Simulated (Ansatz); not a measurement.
## Electronic structure of H3NO2Si···HCl in real space

The calculation's input:

```
crystal:
  periodic: [false, false, false]
  atoms:
    - { symbol: Si, position_ang: [-0.3303, 0.0745, 0.0778] }
    - { symbol: Cl, position_ang: [1.9977, -0.2772, 0.8873] }
    - { symbol: "N", position_ang: [0.4766, 0.2885, -1.3746] }
    - { symbol: H, position_ang: [1.6675, 0.1313, -0.7909] }
    - { symbol: O, position_ang: [-1.035, 1.1856, 0.993] }
    - { symbol: O, position_ang: [-1.0364, -1.342, 0.3828] }
    - { symbol: H, position_ang: [0.3996, 1.1047, -1.9577] }
    - { symbol: H, position_ang: [-1.4285, 0.9597, 1.8367] }
    - { symbol: H, position_ang: [-0.7111, -2.1252, -0.0545] }
basis:
  gaussian: { orbitals: def2-SVP }
hamiltonian:
  xc: r2scan
  dispersion: d4
relax:
  f_tol: 0.15
  max_steps: 25
  restrain:
    - { distance: [3, 1], at: 1.33, k: 30.0 }
    - { distance: [0, 1], at: 3.43, k: 30.0 }
    - { distance: [3, 2], at: 2.32, k: 30.0 }
output:
  orbitals: {}
```

Command:

```sh
ansatz run input.yaml --threads 2 --pin off --max-ram 3072MiB --backend cpu --events-out ev --progress --plain --runs-dir out
```

The fields are those of the run's last geometry, not of the input's.

All numbers below come from Ansatz 0.2.0, RKS r2SCAN-D4/def2-SVP.

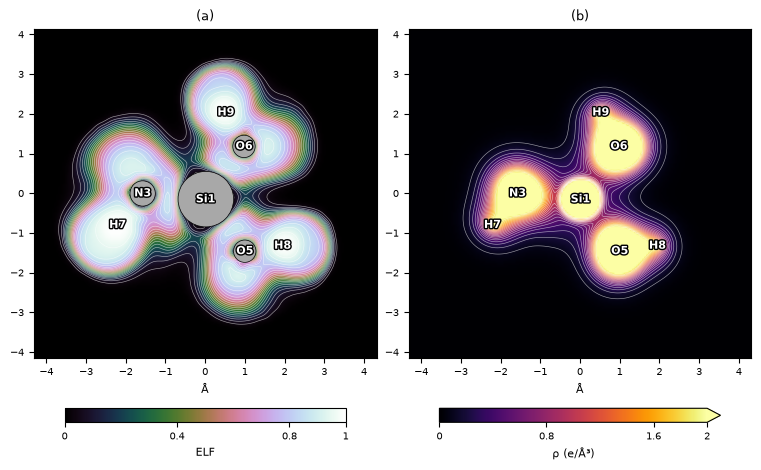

Figure 1. (a) electron localisation function; (b) electron density on the plane of atoms O5, Si1 and O6. Grey discs cover the atomic cores in the ELF map.

**What do the fields say about this system?**

The plane passes through Si, N, O and H nuclei. Si–N (1.60 Å): ρ at the midpoint is about 1.3 e/Å³; the ELF peaks at about 0.85 between the atoms; a short, strongly polar bond. Si–O (1.64 Å): ρ is about 1.1 e/Å³ halfway; the ELF peaks at about 0.85 between the atoms, as expected for a polar covalent bond. O–H (0.97 Å): ρ is about 3.6 e/Å³ halfway; the ELF climbs to about 1 towards the hydrogen, as it does in any bond to H; a covalent bond by its length. N–H (1.02 Å): ρ at the midpoint is about 2.7 e/Å³; the ELF climbs to about 1 towards the hydrogen (a covalent bond by its length). The ELF also peaks beside O5, N3 and O6, away from the bonds: lone-pair regions.

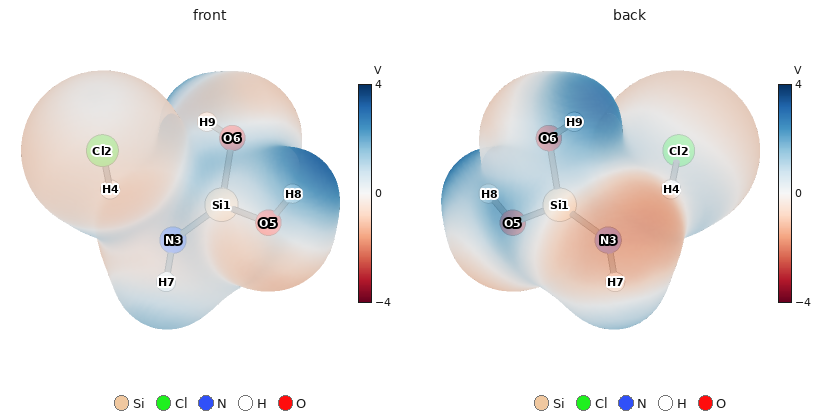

Figure 2. The electrostatic potential painted on the density surface at 0.002 e/bohr³, seen from the front and from behind; the colour scale runs from red (negative) to blue (positive).

**Describe the electrostatic potential map.**

The most negative region (about −1.7 V, or −39 kcal/mol for a unit charge) lies over N3, the most positive (about +3.0 V, or +69 kcal/mol for a unit charge) over H8 and H9. N3 is the likeliest acceptor of a hydrogen bond.

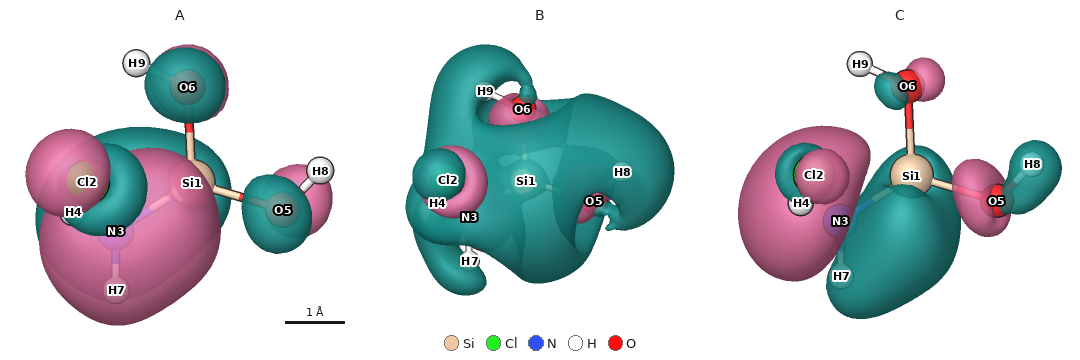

Figure 3. Three frontier orbitals at ±0.06 Å⁻³ᐟ² (teal and pink are the two phases), in no order.

**Which picture is the HOMO−1, the HOMO and the LUMO?**

C is the HOMO−1 (−6.62 eV). It lies mainly on N3 (about 70 %) and Si1 (about 15 %); largely a lone pair of N3. A is the HOMO (−6.23 eV). By Hirshfeld shares it lies mainly on N3 (about 65 %) and Si1 (about 20 %). B is the LUMO (−0.92 eV). By Hirshfeld shares it lies mainly on Si1 (about 45 %), N3 (about 15 %), O5 (about 10 %), O6 (about 10 %) and H8 (about 5 %).

**What is the HOMO–LUMO gap?**

5.31 eV between the orbital energies.

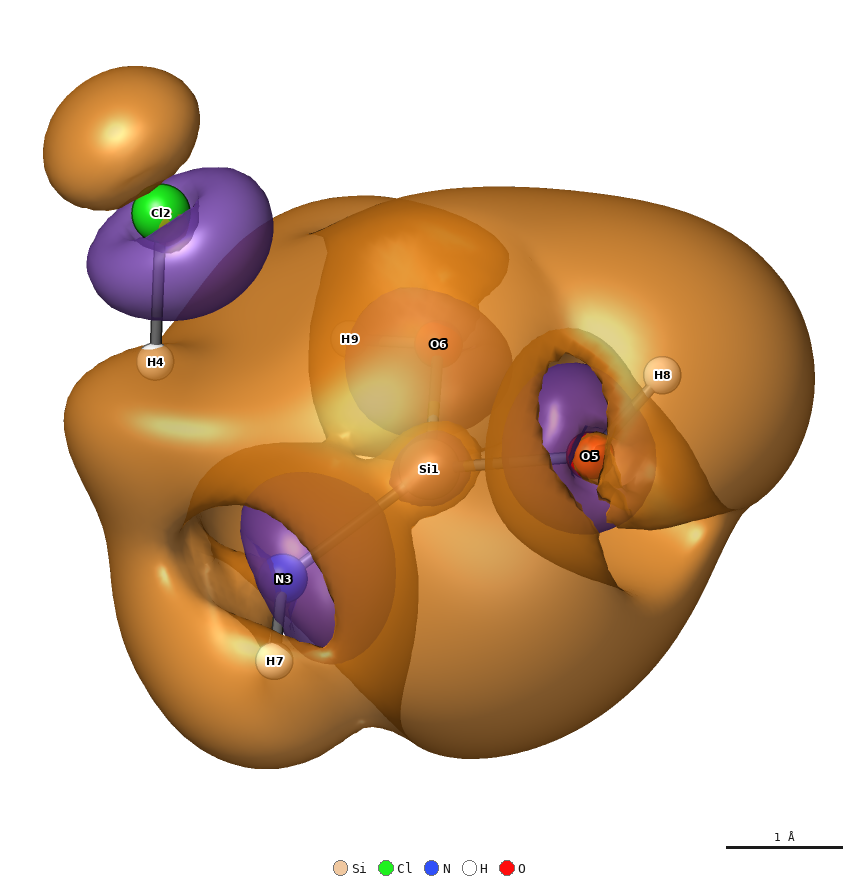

Figure 4. The LUMO at ±0.05 Å⁻³ᐟ² (orange and purple are the two phases), seen at a tilt.

**Describe this orbital and give its energy.**

By Hirshfeld shares it lies mainly on Si1 (about 45 %), N3 (about 15 %), O5 (about 10 %), O6 (about 10 %) and H8 (about 5 %). Its energy is −0.92 eV.
